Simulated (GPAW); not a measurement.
# Core-hole calculation of the Al K edge in Al (Aluminum, Fm-3m), part 2 of 3

How does the Al K edge of Al (Aluminum, Fm-3m) move when the bonds are compressed or stretched?

GPAW 26.7.0; X-ray absorption from dipole matrix elements to empty bands, plane-wave PAW PBE.

So far. Step 2 (The field without a hole): The mesh shows no gap, so the system is treated as a metal and the core electron is put at the Fermi level (neutral cell).

### 4. Spectrum with XCH, Al atom 1

The holes are 5.7 Å apart. In GPAW the data set carries the hole's charge, so charge=0 means a charged cell and charge=-1 a neutral one. The excited electron is kept in the cell, where it fills the lowest empty states and screens the hole. After the field has converged, empty bands are computed with the density fixed and the dipole matrix elements are summed.

The absorber has 12 Al at 2.86 Å (cuboctahedral, site symmetry m-3m).

File xas.py:

```python
import numpy as np
from ase import Atoms
from ase.parallel import parprint, paropen
from gpaw import GPAW, PW, FermiDirac, Mixer, MixerDif, setup_paths
from gpaw.test import gen
setup_paths.insert(0, '.')
gen('Al', name='fch1s', xcname='PBE', corehole=(1, 0, 1), write_xml=True)
from gpaw.mpi import world
world.barrier()

atoms = Atoms('Al8',
    cell=[[0, 4.04961, 4.04961],
     [4.04961, 0, 4.04961],
     [4.04961, 4.04961, 0]],
    scaled_positions=[[0, 0, 0],
     [0, 0, 0.5],
     [0, 0.5, 0],
     [0.5, 0, 0],
     [0, 0.5, 0.5],
     [0.5, 0, 0.5],
     [0.5, 0.5, 0],
     [0.5, 0.5, 0.5]],
    pbc=True)
atoms.calc = calc = GPAW(legacy_gpaw=True, mode=PW(430, force_complex_dtype=True), xc='PBE', setups={0: 'fch1s'},
    kpts={'size': (5, 5, 5), 'gamma': True}, occupations=FermiDirac(0.1),
    charge=-1, mixer=Mixer(0.1, 5, 50), maxiter=150,
    convergence={'density': 0.0001, 'eigenstates': 1e-6}, txt='scf.txt')
energy = atoms.get_potential_energy() + calc.get_reference_energy()
ef = calc.get_fermi_level()
out = dict(energy=energy, fermi=ef, forces=atoms.get_forces().tolist())
parprint(f'all-electron energy {energy:.4f} eV, Fermi level {ef:.4f} eV')
ev = np.array([[calc.get_eigenvalues(k, s) for k in range(len(calc.get_ibz_k_points()))] for s in range(calc.get_number_of_spins())])
out['homo'], out['lumo'], out['counts'] = ev[ev < ef].max(), ev[ev > ef].min(), sorted(set((ev < ef).sum((0, 2)).tolist()))
out['filled'] = (ev[:, 0] < ef).sum(1).tolist()

from ase.units import Ha
from gpaw.xas import dipole_matrix_elements
nb = int(calc.get_number_of_electrons() / 2) + 82
top, nb = nb, nb + 8 + nb // 12
nscf = calc.fixed_density(kpts={'size': (7, 7, 7), 'gamma': True}, nbands=nb,
    convergence={'bands': top, 'eigenstates': 5e-3}, maxiter=60, txt='nscf.txt')
cell = atoms.cell.array
ops = [cell.T @ U.T @ np.linalg.inv(cell.T) for U in nscf.wfs.kd.symmetry.op_scc]
E = np.arange(-6, 34, 0.1)
fwhm = np.interp(E, [4, 25], [0.9, 3.5])
Y, X, zero, highest = 0, 0, 1e9, 1e9
for spin in range(nscf.get_number_of_spins()):
    wfs = nscf.wfs
    mine = wfs.bd.get_slice()  # this rank's bands
    A = dipole_matrix_elements(wfs.setups[0])
    eps = np.zeros((wfs.kd.nibzkpts, nb))
    d = np.zeros((3, A.shape[1], wfs.kd.nibzkpts, nb), complex)
    for kpt in wfs.kpt_u:
        if kpt.s == spin and 0 in kpt.P_ani:
            eps[kpt.k, mine] = kpt.eps_n * Ha
            d[:, :, kpt.k, mine] = (kpt.weight * wfs.nspins / 2) ** 0.5 * np.inner(A, kpt.P_ani[0])
    world.sum(eps)
    world.sum(d)
    T = np.einsum('amkn,bmkn->abkn', d, d.conj()).real
    T = sum(np.einsum('ai,ijkn,bj->abkn', R, T, R) for R in ops) / len(ops)
    empty = eps > ef
    zero, highest = min(zero, eps[empty].min()), min(highest, eps[:, top - 1].min())
    lines = [(eps, T, empty)] if spin == 0 else lines + [(eps, T, empty)]
for eps, T, empty in lines:
    f = np.einsum('aakn->akn', T).reshape(3, -1)
    x = eps.ravel() - zero
    w = np.interp(x, E, fwhm) / 2.35482
    g = np.exp(-0.5 * ((E[:, None] - x) / w) ** 2) / (w * (2 * np.pi) ** 0.5)
    Y = Y + (f * empty.ravel()) @ g.T
    X = X + (f * ~empty.ravel()) @ g.T
out.update(E=E.round(2).tolist(), xas=Y.tolist(), xes=X.tolist(), zero=zero, valid=highest - zero, nk=len(eps), nb=nb)
for i in range(0, len(E), 10):
    parprint(f'{E[i]:7.2f}', *(f'{v:10.3e}' for v in Y[:, i]))
import json
with paropen('out.json', 'w') as f:
    json.dump(out, f)
```

Command:

```bash
OMP_NUM_THREADS=1 mpirun -n 4 gpaw python xas.py
```

Numbers of over 12 decimals in the logs are rounded to 6 here.

Log:

```text
Input parameters:
  charge: -1
  convergence: {density: 0.0001,
                eigenstates: 1e-06}
  kpts: {gamma: True,
         size: (5, 5, 5)}
  maxiter: 150
  mixer: {backend: pulay,
          beta: 0.1,
          method: separate,
          nmaxold: 5,
          weight: 50}
  mode: {ecut: 430.0,
         force_complex_dtype: True,
         name: pw}
  occupations: {fixmagmom: False,
                name: fermi-dirac,
                width: 0.1}
  setups: {0: fch1s}
  xc: PBE

Initialize ...

[... PAW data sets ...]

Reference energy: -51247.181912  # eV

Spin-paired calculation

[... convergence settings ...]
Symmetries present (total): 48
  [... symmetry matrices ...]

125 k-points: 5 x 5 x 5 Monkhorst-Pack grid
10 k-points in the irreducible part of the Brillouin zone
       k-points in crystal coordinates                weights
   0:     0.00000000    0.00000000    0.00000000          1/125
   1:     0.20000000    0.20000000    0.00000000          6/125
   2:     0.20000000    0.20000000    0.20000000          8/125
   3:     0.40000000    0.20000000   -0.20000000         24/125
   4:     0.40000000    0.20000000    0.20000000         12/125
   5:     0.40000000    0.40000000   -0.40000000         24/125
   6:     0.40000000    0.40000000   -0.20000000         12/125
   7:     0.40000000    0.40000000    0.00000000          6/125
   8:     0.40000000    0.40000000    0.20000000         24/125
   9:     0.40000000    0.40000000    0.40000000          8/125

Wave functions: Plane wave expansion
  Cutoff energy: 430.000 eV
  Number of coefficients (min, max): 2668, 2733
  Pulay-stress correction: 0.000000 eV/Ang^3 (de/decut=0.000000)
  Using FFTW library
  Wavefunction extrapolation:
    Improved wavefunction reuse through dual PAW basis

Occupation numbers: Fermi-Dirac:
  width: 0.1000  # eV

Eigensolver
   Davidson(niter=2)

Densities:
  Coarse grid: 28*28*28 grid
  Fine grid: 56*56*56 grid
  Total Charge: 0.000000

Density mixing:
  Method: separate
  Backend: pulay
  Linear mixing parameter: 0.1
  old densities: 5
  Width of damping distribution: 1.1
  Damping of long wavelength oscillations: 50

[... Hamiltonian set-up ...]
Number of atoms: 8
Number of atomic orbitals: 32
Number of bands in calculation: 19
Number of valence electrons: 25
Bands to converge: occupied

... initialized

Initializing position-dependent things.

Density initialized from atomic densities
Creating initial wave functions:
  19 bands from LCAO basis set

                    Al
             Al
               Al

        Al         Al
            Al
             Al
       Al

Atomic positions and initial magnetic moments

Positions:
   0 Al     0.000000    0.000000    0.000000    ( 0.0000,  0.0000,  0.0000)
   1 Al     2.024805    2.024805    0.000000    ( 0.0000,  0.0000,  0.0000)
   2 Al     2.024805    0.000000    2.024805    ( 0.0000,  0.0000,  0.0000)
   3 Al     0.000000    2.024805    2.024805    ( 0.0000,  0.0000,  0.0000)
   4 Al     4.049610    2.024805    2.024805    ( 0.0000,  0.0000,  0.0000)
   5 Al     2.024805    4.049610    2.024805    ( 0.0000,  0.0000,  0.0000)
   6 Al     2.024805    2.024805    4.049610    ( 0.0000,  0.0000,  0.0000)
   7 Al     4.049610    4.049610    4.049610    ( 0.0000,  0.0000,  0.0000)

Unit cell:
           periodic     x           y           z      points  spacing
  1. axis:    yes    0.000000    4.049610    4.049610    28     0.1670
  2. axis:    yes    4.049610    0.000000    4.049610    28     0.1670
  3. axis:    yes    4.049610    4.049610    0.000000    28     0.1670

  Lengths:   5.727013   5.727013   5.727013
  Angles:   60.000000  60.000000  60.000000

Effective grid spacing dv^(1/3) = 0.1822

iter:   1   -40.040181
iter:   2   -39.495224   -2.20  -0.82
iter:   3   -39.010009   -1.77  -0.88
iter:   4   -38.986583   -3.27  -1.09
iter:   5   -38.983562   -3.59  -1.40
iter:   6   -38.986288c  -3.59  -2.12
iter:   7   -38.984535c  -3.57  -2.26
iter:   8   -38.984327c  -3.81  -2.41
iter:   9   -38.982999c  -4.58  -2.54
iter:  10   -38.983001c  -6.40c -3.50
iter:  11   -38.983019c  -7.12c -3.58
iter:  12   -38.983000c  -6.83c -3.67
iter:  13   -38.983008c  -7.22c -3.75
iter:  14   -38.983013c  -7.50c -4.02c

Converged after 14 iterations.

Dipole moment: (-0.000000, -0.000000, -0.000000) |e|*Ang

Energy contributions relative to reference atoms: (reference = -51247.181912)

Kinetic:        +31.595167
Potential:      -19.666301
External:        +0.000000
XC:             -50.739371
Entropy (-ST):   -0.154872
Local:           -0.095071
SIC:             +0.000000
--------------------------
Free energy:    -39.060449
Extrapolated:   -38.983013

Showing only first 2 kpts
 Kpt  Band  Eigenvalues  Occupancy
  0    10      4.05350    2.00000
  0    11      4.05350    2.00000
  0    12      5.08296    2.00000
  0    13      5.57804    2.00000

  1    10      4.74712    2.00000
  1    11      4.78214    2.00000
  1    12      5.65789    2.00000
[...]
Fermi level: 7.25976

No gap
No difference between direct/indirect transitions

Forces in eV/Ang:
  0 Al   -0.00000    0.00000   -0.00000
  1 Al    0.00000    0.00000   -0.00000
  2 Al    0.00000    0.00000    0.00000
  3 Al    0.00000    0.00000    0.00000
  4 Al    0.00000    0.00000    0.00000
  5 Al    0.00000   -0.00000    0.00000
  6 Al    0.00000    0.00000   -0.00000
  7 Al    0.00000   -0.00000   -0.00000
Scalar-relativistic atomic PBE calculation for Al (Aluminium, Z=13)
Core hole in 1s state (1s occupation: 1.0)
450 radial gridpoints.
|------------------------------------------------|
|------------------------------------------------|
[... the atom generator's iteration count ...]

Energy contributions:
-------------------------
Kinetic:     +184.765236
XC:           -14.896209
Potential:   -354.468924
-------------------------
Total:       -184.599897

state      eigenvalue         ekin         rmax
-----------------------------------------------
1s^1.0 :   -60.636300    82.700333        0.077
2s^2.0 :    -5.219564    12.417049        0.471
2p^6.0 :    -3.893803    12.090812        0.390
3s^2.0 :    -0.681863     1.698318        1.791
3p^1.0 :    -0.434383     1.289297        2.020
-----------------------------------------------
(units: Bohr and Hartree)

Generating PAW setup
Kinetic energy of the core from tauc = 180.397025
Cutoffs:
rc(s)=2.050
rc(p)=2.050
rc(d)=2.050
rc(vbar)=1.845
rc(comp)=2.050
rc(nct)=2.050

Kinetic energy of the core states: 180.079303
Charge: 1.0
Core electrons: 9.0
Valence electrons: 3.0
Pseudo-core charge: 0.164936
Shape function alpha=2.380
Pseudo-electron charge 3.417904
state    eigenvalue         norm
--------------------------------
3s(2) :    -0.681863     1.122160
*s    :     0.318137
3p(1) :    -0.434383     1.008647
*p    :     0.565617
*d    :     0.000000
--------------------------------

Diagonalizing with gridspacing h=0.050

state   all-electron     PAW
-------------------------------
3s:      -0.681863    -0.682021
3p:      -0.434383    -0.434559
*d:                   -0.135907
*f:                   -0.021975
-------------------------------
all-electron energy -51286.1649 eV, Fermi level 7.2598 eV
[...]
31.00  7.963e-06  7.963e-06  7.963e-06
  32.00  9.134e-06  9.134e-06  9.134e-06
  33.00  9.553e-06  9.553e-06  9.553e-06
```

Wall time 30 s (4 MPI ranks of Arm Neoverse V1, shared host); peak memory 0.25 GiB; 2 min of CPU time.

The Al K spectrum, Al atom 1, excited-electron core hole (neutral cell) (energy from the lowest empty level; intensity scaled to a mean of 1 over the first 20 eV):

```tsv
E (eV)	intensity
-2.0	0.00
-0.5	0.08
1.0	0.88
2.5	1.10
4.0	1.48
5.5	1.33
7.0	0.99
8.5	0.92
10.0	0.95
11.5	1.20
13.0	1.08
14.5	1.01
16.0	0.88
17.5	0.80
19.0	0.70
20.5	0.64
22.0	0.51
23.5	0.37
25.0	0.26
26.5	0.24
28.0	0.36
```

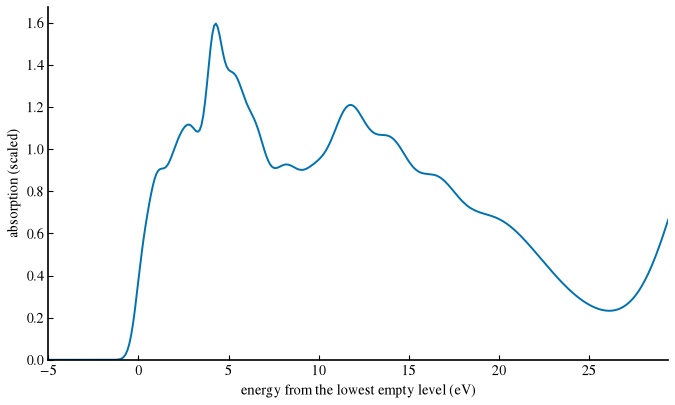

The Al K edge, Al atom 1, excited-electron core hole (neutral cell): main maxima at 2.8, 4.3 and 11.8 eV.

Main maxima below 24 eV (height): 2.8 eV (1.12), 4.3 eV (1.60) and 11.8 eV (1.21). A K edge sees empty p states on the absorber.

The total-energy difference is 1570.97 eV. One term is added: -13.99 eV, since the hole is spin-paired here and a spin-polarised one costs that much less in the free atom (computed apart). The photon energy is then 1556.98 eV. The tabulated edge of the element is 1559 eV. The functional leaves an error of a few eV in such absolute values.

### 5. Reference energy of the supercell

The cell changes for the next run, so it gets a reference energy of its own.

The cell differs from the one that the last finished run ended in (a 5.727 → 5.610 Å, b 5.727 → 5.610 Å, c 5.727 → 5.610 Å).

File scf.py:

```python
import numpy as np
from ase import Atoms
from ase.parallel import parprint, paropen
from gpaw import GPAW, PW, FermiDirac, Mixer, MixerDif, setup_paths
from gpaw.test import gen
setup_paths.insert(0, '.')
gen('Al', name='nch1s', xcname='PBE', corehole=(1, 0, 0), write_xml=True)
from gpaw.mpi import world
world.barrier()

atoms = Atoms('Al8',
    cell=[[0, 3.9669417, 3.9669417],
     [3.9669417, 0, 3.9669417],
     [3.9669417, 3.9669417, 0]],
    scaled_positions=[[0, 0, 0],
     [0, 0, 0.5],
     [0, 0.5, 0],
     [0.5, 0, 0],
     [0, 0.5, 0.5],
     [0.5, 0, 0.5],
     [0.5, 0.5, 0],
     [0.5, 0.5, 0.5]],
    pbc=True)
atoms.calc = calc = GPAW(legacy_gpaw=True, mode=PW(430, force_complex_dtype=True), xc='PBE', setups={0: 'nch1s'},
    kpts={'size': (5, 5, 5), 'gamma': True}, occupations=FermiDirac(0.1),
    charge=0, mixer=Mixer(0.1, 5, 50), maxiter=150,
    convergence={'density': 0.0001, 'eigenstates': 1e-6}, txt='scf.txt')
energy = atoms.get_potential_energy() + calc.get_reference_energy()
ef = calc.get_fermi_level()
out = dict(energy=energy, fermi=ef, forces=atoms.get_forces().tolist())
parprint(f'all-electron energy {energy:.4f} eV, Fermi level {ef:.4f} eV')
ev = np.array([[calc.get_eigenvalues(k, s) for k in range(len(calc.get_ibz_k_points()))] for s in range(calc.get_number_of_spins())])
out['homo'], out['lumo'], out['counts'] = ev[ev < ef].max(), ev[ev > ef].min(), sorted(set((ev < ef).sum((0, 2)).tolist()))
out['filled'] = (ev[:, 0] < ef).sum(1).tolist()
import json
with paropen('out.json', 'w') as f:
    json.dump(out, f)
```

Command:

```bash
OMP_NUM_THREADS=1 mpirun -n 4 gpaw python scf.py
```

Log:

```text
Input parameters:
  convergence: {density: 0.0001,
                eigenstates: 1e-06}
  kpts: {gamma: True,
         size: (5, 5, 5)}
  maxiter: 150
  mixer: {backend: pulay,
          beta: 0.1,
          method: separate,
          nmaxold: 5,
          weight: 50}
  mode: {ecut: 430.0,
         force_complex_dtype: True,
         name: pw}
  occupations: {fixmagmom: False,
                name: fermi-dirac,
[...]
--------------------------------
3s(2) :    -0.284901     1.047805
*s    :     0.715099
3p(1) :    -0.099662     0.998886
*p    :     0.900338
*d    :     0.000000
--------------------------------

Diagonalizing with gridspacing h=0.050

state   all-electron     PAW
-------------------------------
3s:      -0.284901    -0.284982
3p:      -0.099662    -0.099717
*d:                    0.026616
*f:                    0.063447
-------------------------------
all-electron energy -52857.0392 eV, Fermi level 7.8076 eV
[key lines of the parts left out:]
Converged after 9 iterations.
Dipole moment: (0.000000, 0.000000, 0.000000) |e|*Ang
Free energy:    -29.728045
Fermi level: 7.80762
```

Elapsed: 6.1 s, on 4 MPI ranks; peak memory 0.19 GiB; 24 s of CPU time.

Reference energy: -52857.039 eV with the cores included.

### 6. Spectrum with XCH, Al atom 1

Shorter bonds are expected to push antibonding states and scattering resonances up, and longer ones down; the cell is scaled to test that.

Changed against the first core-hole run: volume scale from 1 to 0.94.

xas.py, as its differences from that of step 4:

```diff
@@ -11,5 +11,5 @@
 atoms = Atoms('Al8',
-    cell=[[0, 4.04961, 4.04961],
-     [4.04961, 0, 4.04961],
-     [4.04961, 4.04961, 0]],
+    cell=[[0, 3.9669417, 3.9669417],
+     [3.9669417, 0, 3.9669417],
+     [3.9669417, 3.9669417, 0]],
     scaled_positions=[[0, 0, 0],
@@ -37,3 +37,3 @@
 from gpaw.xas import dipole_matrix_elements
-nb = int(calc.get_number_of_electrons() / 2) + 82
+nb = int(calc.get_number_of_electrons() / 2) + 77
 top, nb = nb, nb + 8 + nb // 12
```

Command:

```bash
OMP_NUM_THREADS=1 mpirun -n 4 gpaw python xas.py
```

Log:

```text
Input parameters:
  charge: -1
  convergence: {density: 0.0001,
                eigenstates: 1e-06}
  kpts: {gamma: True,
         size: (5, 5, 5)}
  maxiter: 150
  mixer: {backend: pulay,
          beta: 0.1,
          method: separate,
          nmaxold: 5,
          weight: 50}
  mode: {ecut: 430.0,
         force_complex_dtype: True,
         name: pw}
  occupations: {fixmagmom: False,
[...]
*p    :     0.565617
*d    :     0.000000
--------------------------------

Diagonalizing with gridspacing h=0.050

state   all-electron     PAW
-------------------------------
3s:      -0.681863    -0.682021
3p:      -0.434383    -0.434559
*d:                   -0.135907
*f:                   -0.021975
-------------------------------
all-electron energy -51286.1555 eV, Fermi level 7.8803 eV
[...]
32.00  6.923e-06  6.923e-06  6.923e-06
  33.00  8.123e-06  8.123e-06  8.123e-06
[key lines of the parts left out:]
Converged after 14 iterations.
Dipole moment: (0.000000, 0.000000, 0.000000) |e|*Ang
Free energy:    -39.048374
Fermi level: 7.88029
```

It took 28 s on 4 MPI ranks; peak memory 0.24 GiB.

```tsv
E (eV)	first run	this run
-2.0	0.00	0.00
-1.0	0.00	0.00
0.0	0.38	0.32
1.0	0.88	0.81
2.0	1.00	0.90
3.0	1.10	1.06
4.0	1.48	1.17
5.0	1.38	1.40
6.0	1.22	1.27
7.0	0.99	1.06
8.0	0.92	0.88
9.0	0.90	0.89
10.0	0.95	0.89
11.0	1.11	1.00
12.0	1.20	1.20
13.0	1.08	1.18
14.0	1.06	1.11
15.0	0.94	1.07
16.0	0.88	0.94
17.0	0.85	0.91
18.0	0.75	0.85
19.0	0.70	0.75
20.0	0.67	0.70
21.0	0.61	0.66
22.0	0.51	0.60
23.0	0.41	0.50
24.0	0.33	0.41
25.0	0.26	0.33
26.0	0.23	0.26
27.0	0.26	0.23
28.0	0.36	0.24
29.0	0.56	0.30
```

Against the first run the r.m.s. difference is 9 %. The highest intensity below 16 eV goes from 4.3 eV (1.60) to 4.6 eV (1.52).

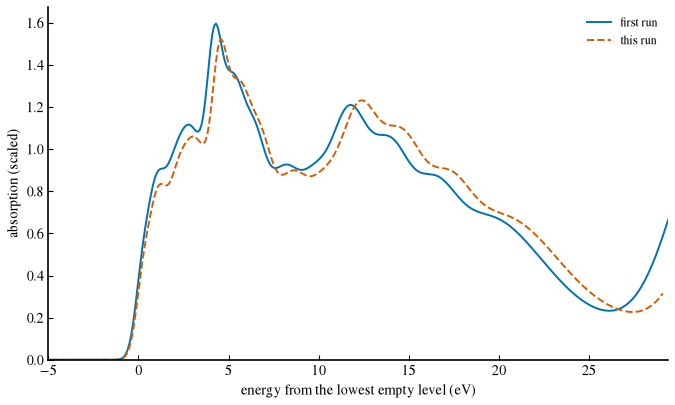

The effect of the change (volume scale from 1 to 0.94).

The photon energy of the zero moves by -0.09 eV.

### 7. Reference energy of the supercell

The cell changes for the next run, so it gets a reference energy of its own.

The cell differs from the one that the last finished run ended in (a 5.610 → 5.669 Å, b 5.610 → 5.669 Å, c 5.610 → 5.669 Å).

scf.py, as its differences from that of step 5:

```diff
@@ -11,5 +11,5 @@
 atoms = Atoms('Al8',
-    cell=[[0, 3.9669417, 3.9669417],
-     [3.9669417, 0, 3.9669417],
-     [3.9669417, 3.9669417, 0]],
+    cell=[[0, 4.00870205, 4.00870205],
+     [4.00870205, 0, 4.00870205],
+     [4.00870205, 4.00870205, 0]],
     scaled_positions=[[0, 0, 0],
```

Command:

```bash
OMP_NUM_THREADS=1 mpirun -n 4 gpaw python scf.py
```

Log:

```text
Input parameters:
  convergence: {density: 0.0001,
                eigenstates: 1e-06}
  kpts: {gamma: True,
         size: (5, 5, 5)}
  maxiter: 150
  mixer: {backend: pulay,
          beta: 0.1,
          method: separate,
          nmaxold: 5,
          weight: 50}
  mode: {ecut: 430.0,
         force_complex_dtype: True,
         name: pw}
  occupations: {fixmagmom: False,
                name: fermi-dirac,
[...]
--------------------------------
3s(2) :    -0.284901     1.047805
*s    :     0.715099
3p(1) :    -0.099662     0.998886
*p    :     0.900338
*d    :     0.000000
--------------------------------

Diagonalizing with gridspacing h=0.050

state   all-electron     PAW
-------------------------------
3s:      -0.284901    -0.284982
3p:      -0.099662    -0.099717
*d:                    0.026616
*f:                    0.063447
-------------------------------
all-electron energy -52857.1210 eV, Fermi level 7.5048 eV
[key lines of the parts left out:]
Converged after 9 iterations.
Dipole moment: (-0.000000, -0.000000, -0.000000) |e|*Ang
Free energy:    -29.813975
Fermi level: 7.50476
```

Run time: 5.9 s. Hardware: 4 MPI ranks; peak memory 0.19 GiB.

Reference energy: -52857.121 eV with the cores included.

(Part 2 of 3 ends here.)

[Banner, clock and machine lines of the logs are left out without a mark of their own.]

[Logs are printed without paths, hosts, clocks, repeated set-up lines and the standing remarks that a program may print on its own settings, such as how far it seeks lower states.]

[Hosts, paths, dates, database ids (printed as entryN), source tags and the programs' standing remarks are cut or masked in the printed files.]

[Lists of maxima count a maximum above −3 eV only where it reaches 4 % of the highest in the window and stands out from its surroundings by 2 % of it (1.5 % where it reaches 55 %); shoulders and weaker maxima are passed over, and of the rest the first, up to two pre-edge ones and the few strongest are named.]
